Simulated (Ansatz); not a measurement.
The calculation's input:

```
crystal:
  lattice:
    - [9.8688827055, 0.0, 0.0]
    - [-4.9344413527, 8.54670313, 0.0]
    - [0.0, 0.0, 2.9464338952]
  atoms:
    - { symbol: W, position: [0.3333333333, 0.6666666667, 0.211439259] }
    - { symbol: W, position: [0.6666666667, 0.3333333333, 0.711439259] }
    - { symbol: S, position: [0.5450977019, 0.8217758066, 0.7620365862] }
    - { symbol: S, position: [0.2766781047, 0.4549022981, 0.7620365862] }
    - { symbol: S, position: [0.1782241934, 0.7233218953, 0.7620365862] }
    - { symbol: S, position: [0.4549022981, 0.1782241934, 0.2620365862] }
    - { symbol: S, position: [0.7233218953, 0.5450977019, 0.2620365862] }
    - { symbol: S, position: [0.8217758066, 0.2766781047, 0.2620365862] }
basis:
  ecutwfc: 500
kpoints:
  mp_grid: { grid: [3, 3, 10] }
  band_path:
    path:
      - [[0.0, 0.0, 0.0], [0.5, 0.0, 0.0], [0.33333333, 0.33333333, 0.0], [0.0, 0.0, 0.0], [0.0, 0.0, 0.5], [0.5, 0.0, 0.5], [0.33333333, 0.33333333, 0.5], [0.0, 0.0, 0.5]]
      - [[0.5, 0.0, 0.5], [0.5, 0.0, 0.0]]
      - [[0.33333333, 0.33333333, 0.5], [0.33333333, 0.33333333, 0.0]]
    npoints: 14
hamiltonian:
  xc: r2scan
scf:
  occupations: { method: gaussian, width: 0.02 }
  n_extra_bands: 20
output:
  forces: true
  stress: true
  eigenvalues: true
  populations: true
  dos: { projected: true, de: 0.02, nscf_kmesh: { grid: [5, 5, 15] } }
  bader: true
  write_density: true
  write_potential: true
  elf: true
  volumetric_format: npy
```

Command:

```sh
ansatz run input.yaml --threads 1 --pin off --max-ram 2560MiB --backend cpu --events-out ev --progress --plain --runs-dir out
```

Below, planes, directions and counts refer to the conventional cell (a = 9.87 Å, b = 9.87 Å, c = 2.95 Å, α = 90.00°, β = 90.00°, γ = 120.00°).

Space group P6₃; a structure from a database of computed crystals, not necessarily the ambient phase; a generated structure, not necessarily the stable one.

All numbers below come from DFT r2SCAN, scalar-relativistic, plane waves, PAW (Ansatz).

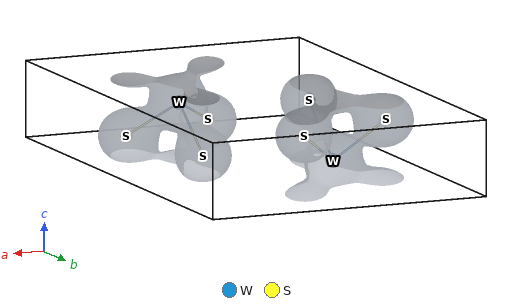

WS3. Isosurface of the valence electron density at 0.5 e/Å³ (grey), seen at an oblique angle. Sticks mark near contacts.

In a PAW calculation such maps are meaningful between the atoms, not at the nuclei.

Q: What does this surface tell about the bonding?

A: At this value the density is joined into chains; it holds about 70 % of the electrons treated as valence (semicore included). It bridges the shortest W–S (2.29 Å) and W–S (2.48 Å) contacts, where the density stays above the isovalue. It is pinched off along the shortest W–W (2.95 Å) contacts. On the grid the lowest density along these lines, outside the cores, is 0.81 e/Å³ (W–S, 2.29 Å), 0.29 e/Å³ (W–W, 2.95 Å) and 0.57 e/Å³ (W–S, 2.48 Å).

Q: What Bader charges does the calculation give?

A: Electrons move from W towards S. Bader charges: W +1.75 and S −0.58 e.
